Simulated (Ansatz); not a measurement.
```xyz
6

C    -0.0457    2.3096    2.0860
O     0.1522    1.4845    0.9894
Se   -1.6509    3.4515    2.0443
H    -0.6621    0.9879    0.8271
H     0.8281    2.9730    2.1779
H    -0.1499    1.7652    3.0490
```

Geometry: B3LYP-D3(BJ)/def2-SVP.

Level of theory: isolated molecule in a Gaussian basis; Kohn-Sham density functional theory, functional PBE0 in Ansatz 0.2.0.

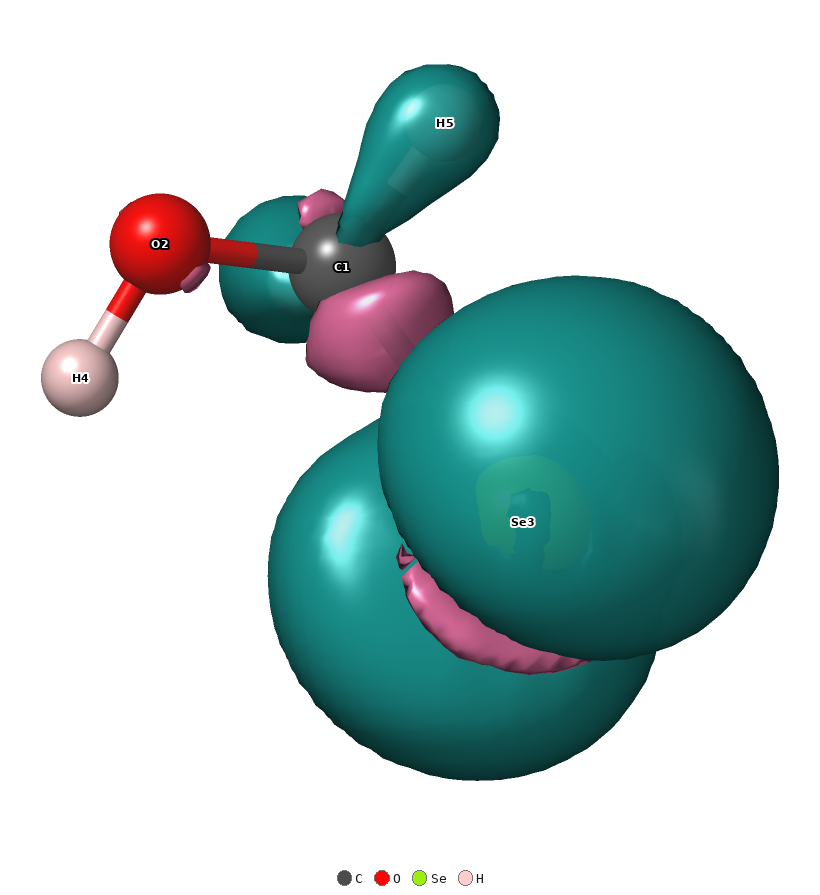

CH3OSe (doublet). Isosurfaces of the spin density at +0.015 (teal) and −0.015 e/Å³ (pink), seen at a tilt.

Describe the spin distribution.

Answer. The unpaired spin (1 electron) lies mostly on Se3 (about 0.9), in electrons by Hirshfeld's partition.
